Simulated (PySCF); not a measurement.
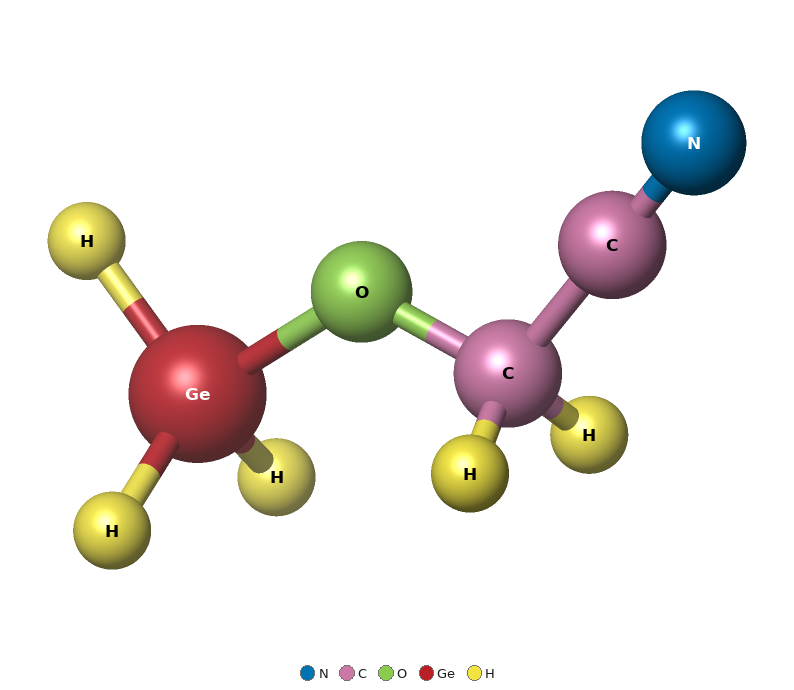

A ball-and-stick model of a molecule.

The computed structure is the end point of a GFN2-xTB optimisation. No frequency run is at hand to confirm it as a minimum.

> Which formula does it have?

C2H5GeNO, 10 atoms: 2 carbon, 5 hydrogen, 1 germanium, 1 nitrogen and 1 oxygen.

> How many atoms are distinct by symmetry?

8: 1 N, 1 C, 1 C, 1 O, 1 Ge, 2 H, 2 H, 1 H.

More results for the same structure follow; atom numbers are the same in all pictures, views and colours differ.

## Shape

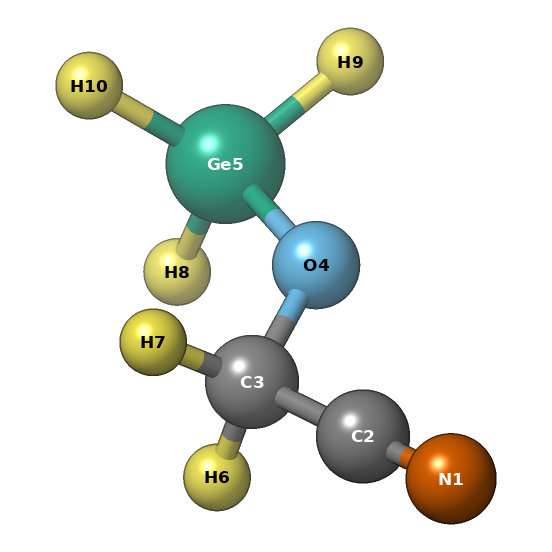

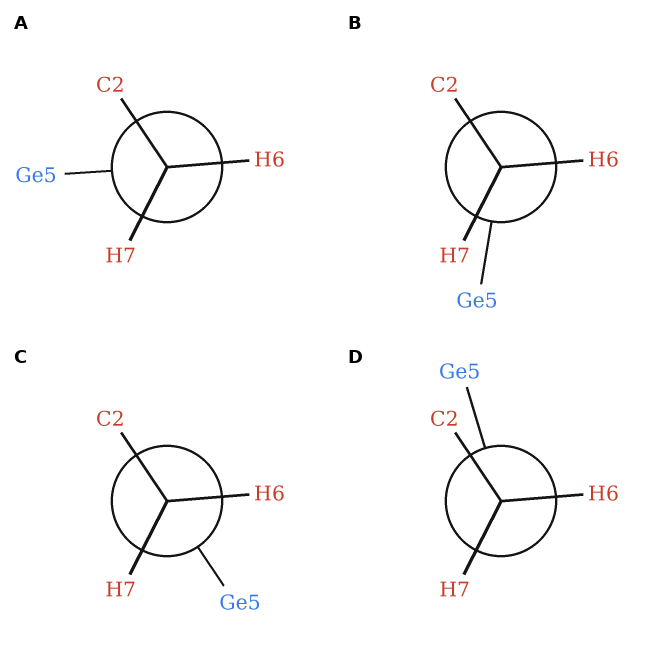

Distant atoms are faded towards the background colour. Bonds that would overlap in a projection are set slightly apart. No frequency run is at hand to confirm it as a minimum.

> Which Newman projection shows the view along C3–O4, with C3 in front?

C. The torsion angle C2–C3–O4–Ge5 is 180°, antiperiplanar (anti).

## Dipole moment

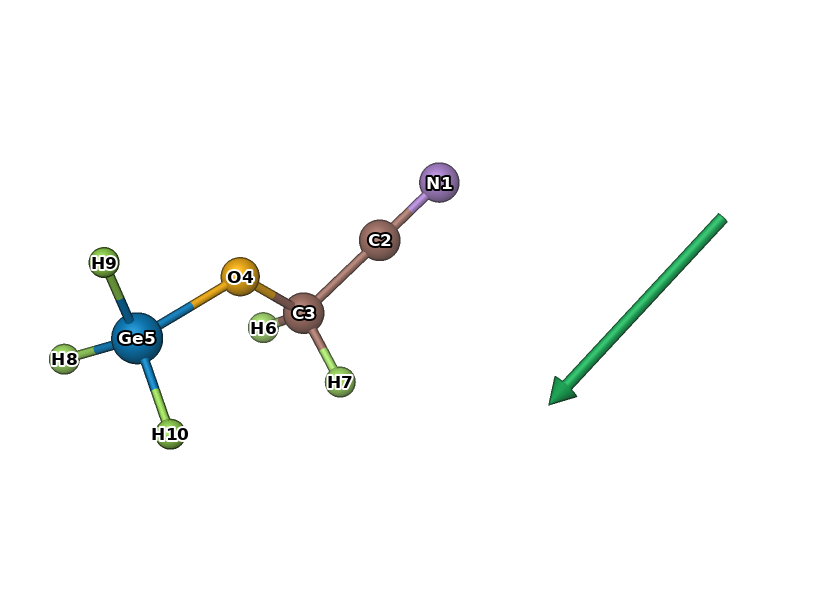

The arrow beside the molecule shows the direction of the dipole moment, from the negative to the positive end (its length means nothing). No frequency run is at hand to confirm it as a minimum. Method: B3LYP/def2-SVPD, gas phase (PySCF 2.14.0).

> How large is the dipole moment?

4.92 D; it points from the side of N1 to the side of H8, H10 (the outermost atoms at the two ends).

## Polarisability

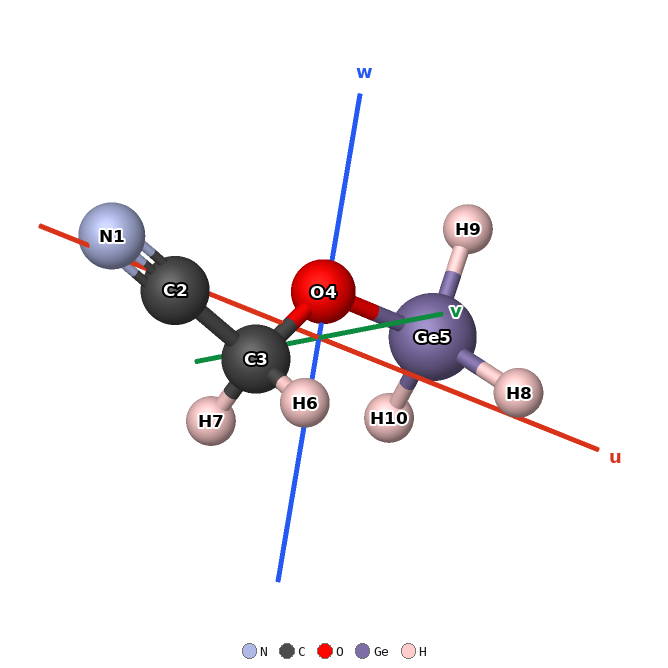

The lines u, v and w are the principal axes of the static dipole polarisability. No frequency run is at hand to confirm it as a minimum. Computed with B3LYP/def2-SVPD (PySCF 2.14.0).

> Along which axis is the molecule most polarisable, and along which least?

Most along u (nearly parallel to the O4–Ge5 bond), least along v.

> Give the three principal values.

u 78.4, v 51.8, w 55.2 bohr³; mean 61.8, anisotropy 25.1 bohr³.

## Excitation

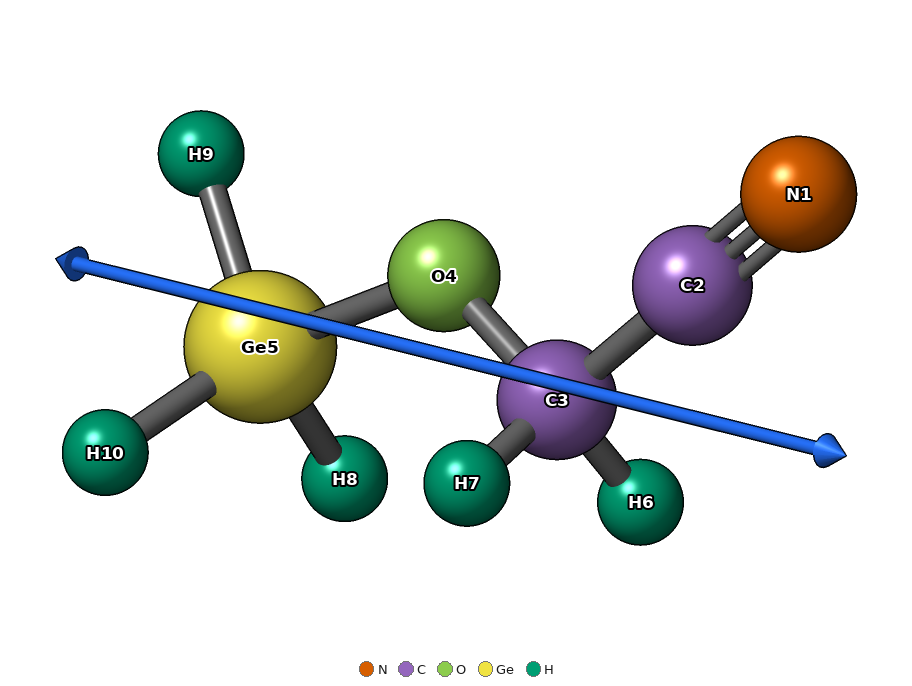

The double arrow shows the direction of the transition dipole to excited singlet state 5 (its length means nothing). No frequency run is at hand to confirm it as a minimum. Method: TDDFT B3LYP/def2-SVPD, vertical, gas phase, core orbitals frozen in the response (PySCF 2.14.0).

> Where does the transition lie, and how strong is it?

7.72 eV (161 nm), oscillator strength 0.030, of mixed character, with the largest part HOMO−3 → LUMO (weight 0.45); transition dipole 1.01 D.

The geometry is semi-empirical. Around Ge such bond lengths and angles can be off by a tenth of an ångström or more and by several degrees, and values that hang on the shape move with them.
